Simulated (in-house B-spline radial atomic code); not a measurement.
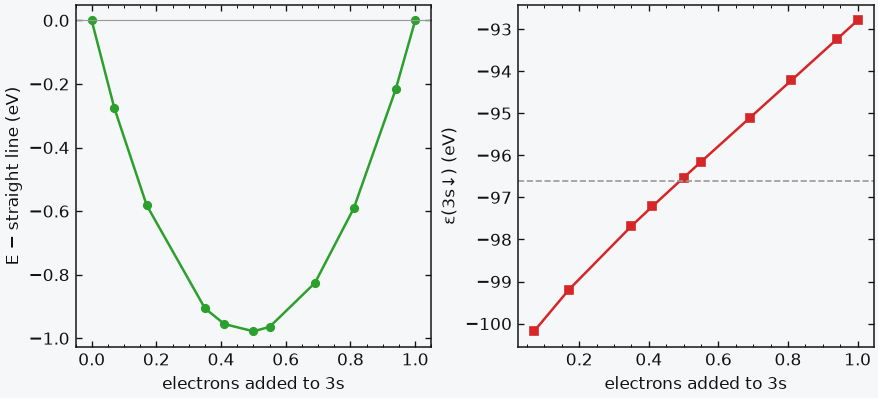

Level of theory: scalar-relativistic (spin-free one-electron X2C) BHandHLYP, spin-polarised, spherical fractional occupations, Fermi nucleus, basis-set limit. Computed with an in-house B-spline radial code. The occupation of the 3s shell is varied from Cl⁶⁺ ([Ne] 3s1 (high spin)) to Cl⁵⁺ ([Ne] 3s2), with spherical fractional occupations. The plot shows the total energy less the straight line between the end points, and the eigenvalue of 3s↓ (the dashed line is minus the energy to take the whole electron out).

Q: What does the shape say about the method?

A: The curve is convex (below the straight line), with the largest deviation among the points computed, −0.98 eV, at 0.5. The end points differ by 96.6 eV, the energy to take the electron out. The eigenvalue, which is the slope of the energy (Janak's theorem), moves from −100.2 eV at 0.07 to −92.8 eV at 1; for a straight line it would stay constant, and a parabola would sag by an eighth of this change, scaled to a whole electron, 0.99 eV. Convexity is the delocalisation error: fractional charges are too low in energy. Exact exchange at spherical fractional occupations leaves self-interaction in partly filled shells, which adds to the curvature.
